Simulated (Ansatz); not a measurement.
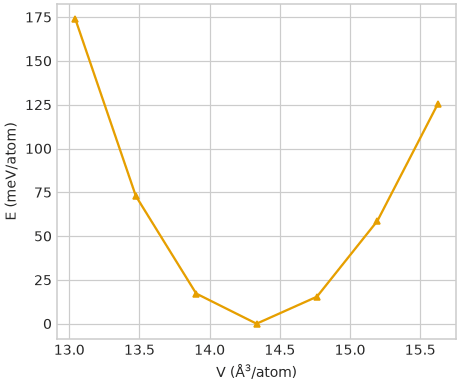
Figure: Re (hcp (Mg type), P6_3/mmc) under volume change, LDA in the plane-wave PAW code Ansatz, shape and atoms relaxed at each volume.

Problem. What does a third-order Birch–Murnaghan fit give for V₀, B₀ and B′?

Solution. V₀ = 14.33 Å³/atom, B₀ = 404 GPa, B′ = 4.4.

The LDA relaxation kept the symmetry of its start. The run is not spin-polarised. Spin–orbit coupling is left out wherever it is not named.

Potentials: the earlier of the program's two PAW sets. The files were generated under PBE; for other functionals the program regenerates the frozen cores, and for LDA and PBEsol the local potential too.
